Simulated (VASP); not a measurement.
Energy against volume of TiCo (CsCl type). Method: PW91 GGA, VASP's PBE PAW potentials (set 64) (plane waves; VASP 6.6.1).

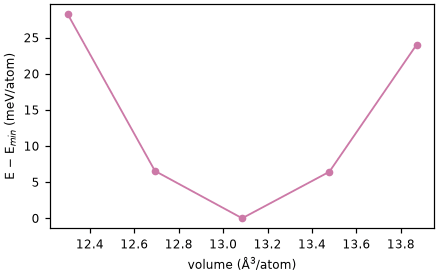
Energy against volume

Problem. Estimate the equilibrium volume and the bulk modulus.

Solution. The minimum lies near 13.1 Å³/atom, and the curvature gives B0 of about 180 GPa.

Measured: bulk modulus 154 GPa (computed value off by +14.7 %), a 2.995 Å (computed value off by -0.9 %), as given by Yamada et al., (2019), arXiv:1910.09660. The calculation is for a static lattice, while the measured bulk modulus, a hold thermal and zero-point effects, which are part of the difference.

The compound is TiCo in the CsCl type structure. It was relaxed first. The run is not spin-polarised, so no magnetic state was tried.
